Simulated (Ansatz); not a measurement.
**CuPd, pressure series**

Start from CuPd in the CsCl type structure (space group Pm-3m, No. 221; a = 2.9617 Å).

Cell and atoms are relaxed at each pressure.

Computed with plane-wave PAW DFT at the PBEsol level (Ansatz, an electronic-structure program, 420 eV), without spin-orbit coupling.

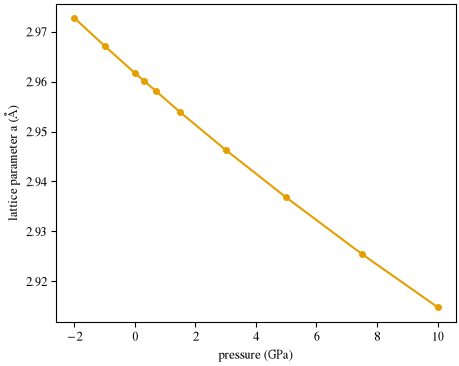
Figure. Lattice parameter a against pressure

```csv
pressure (GPa),lattice parameter a
-2,2.973 Å
-1,2.967 Å
0.3,2.960 Å
0.7,2.958 Å
1.5,2.954 Å
3,2.946 Å
5,2.937 Å
7.5,2.925 Å
10,2.915 Å
```

Load acts through the strain it causes; cell and atoms are relaxed under it. Whether these cells are dynamically stable was not tested. No other phases were tried under pressure. All final runs are without spin polarisation.
